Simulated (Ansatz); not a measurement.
The relaxed structure here is a generated cell of GaN: the first start was made by a random draw of sites in a space group, and the end was not matched to a known phase here, so it may be hypothetical. Known forms of GaN include space group No. 186, 216.

A relaxed structure of GaN. Computed with PBE (plane waves to 420 eV, PAW, scalar-relativistic; Ansatz, an electronic-structure program).

P-4n2 (No. 118), tP8; a = 5.171 Å, b = 5.171 Å, c = 3.116 Å, α = 90.00°, β = 90.00°, γ = 90.00°.

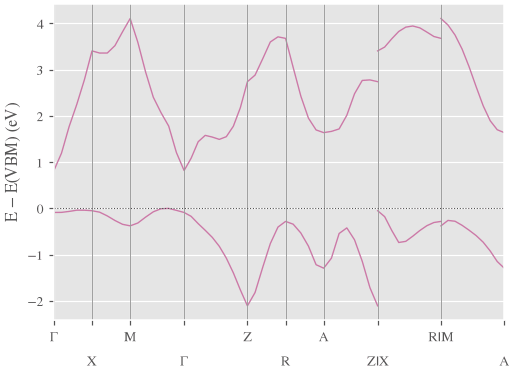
Highest filled and lowest empty band along the path of this cell's Brillouin zone

Question: Read off the gap and say whether it is direct.

Answer: 0.82 eV, indirect (valence top at 71 % of the way from M to Γ, conduction bottom at Γ) (no spin-orbit coupling).

Question: How far does the top valence band disperse along this path?

Answer: About 2.1 eV.

No spin polarisation in the result.

The run could not lose the symmetry of its start, so the end can be a saddle point.
